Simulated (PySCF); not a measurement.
Sn(OMe)2(NH2)2, SMILES [O]([Sn]([NH2])([O]C)[NH2])C (C₂H₁₀N₂O₂Sn) at its GFN2-xTB optimised geometry (Å):

```
17

C     -0.4274    -2.1320     2.8675
O     -0.9787    -2.2139     1.5803
Sn    -0.4019    -1.1465     0.0000
N      1.6394    -1.1465     0.0000
N     -1.3804    -1.9748    -1.5623
O     -0.9786     0.7604     0.0000
C     -0.4346     1.7793     0.7958
H     -0.7372    -1.2207     3.3842
H      0.6635    -2.1817     2.8581
H     -0.8128    -2.9949     3.4144
H      1.9894    -2.0978    -0.0606
H      1.9892    -0.6614    -0.8205
H     -1.9883    -1.2819    -1.9896
H     -1.9894    -2.7166    -1.2289
H     -0.7553     1.6955     1.8368
H      0.6567     1.7986     0.7607
H     -0.8151     2.7166     0.3848
```

Computed with CAM-B3LYP/def2-SVP, def2 effective core potentials past Kr run with PySCF. The core electrons that the potentials of Sn replace are not part of the density. Cells within 0.4 Å of a nucleus heavier than hydrogen are left out (blank, or x).

Map of the HOMO amplitude (bohr^(-3/2)) on the plane z = 0.0 Å; orbital energy -8.72 eV, overall sign arbitrary:

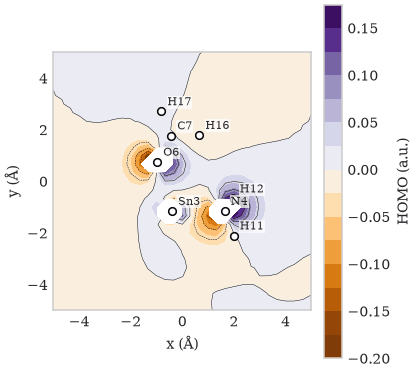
*HOMO amplitude (bohr^(-3/2)) on the plane z = 0.0 Å.*
